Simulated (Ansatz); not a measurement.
```yaml
atoms:
  - { symbol: Zr, position_ang: [-0.6439, 0.5967, 0.6635] }
  - { symbol: C, position_ang: [1.5532, -0.4615, 0.5427] }
  - { symbol: C, position_ang: [-1.1376, -0.0611, -1.2799] }
  - { symbol: H, position_ang: [-0.1130, -0.4713, -1.1677] }
  - { symbol: Cl, position_ang: [-0.4310, 2.8980, 0.8218] }
  - { symbol: Cl, position_ang: [-1.9377, -0.3946, 2.3095] }
  - { symbol: H, position_ang: [2.3212, 0.3341, 0.6779] }
  - { symbol: H, position_ang: [1.6360, -1.1655, 1.4021] }
  - { symbol: H, position_ang: [1.7628, -1.0120, -0.3978] }
  - { symbol: H, position_ang: [-1.8502, -0.9010, -1.4293] }
  - { symbol: H, position_ang: [-1.1599, 0.6381, -2.1430] }
```

Core potentials replace the inner electrons of Zr; not at a stationary point (largest force 2.0 eV/Å).

Computed with Ansatz 0.2.0, RKS LDA/def2-SVP.

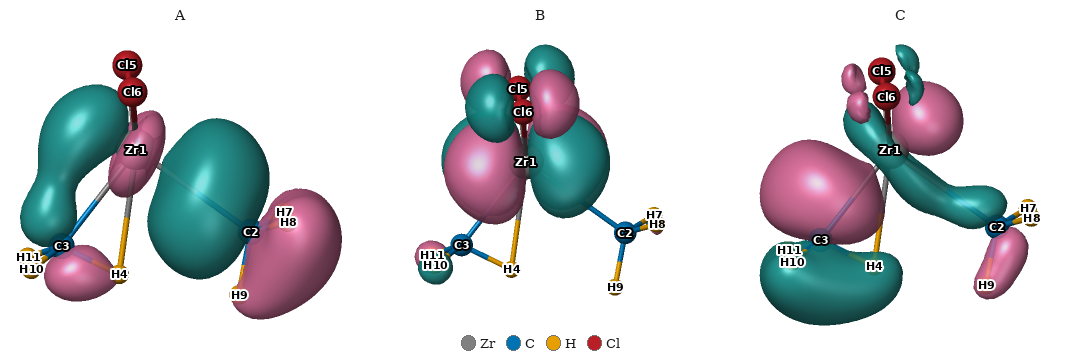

C$_{2}$H$_{6}$Cl$_{2}$Zr. Three frontier orbitals at ±0.1 Å⁻³ᐟ² (teal and pink are the two phases), in no order.

Which picture is the HOMO−1, the HOMO and the LUMO?

Answer. C is the HOMO−1 (−6.91 eV). Its weight (Hirshfeld) is mainly on C3 (about 50 %) and Zr1 (about 30 %). A is the HOMO (−6.35 eV). Its weight (Hirshfeld) is mainly on C2 (about 50 %) and Zr1 (about 30 %). B is the LUMO (−2.80 eV). It lies mainly on Zr1 (about 70 %), Cl5 (about 10 %) and Cl6 (about 10 %).

What is the HOMO–LUMO gap?

Answer. 3.55 eV between the orbital energies.
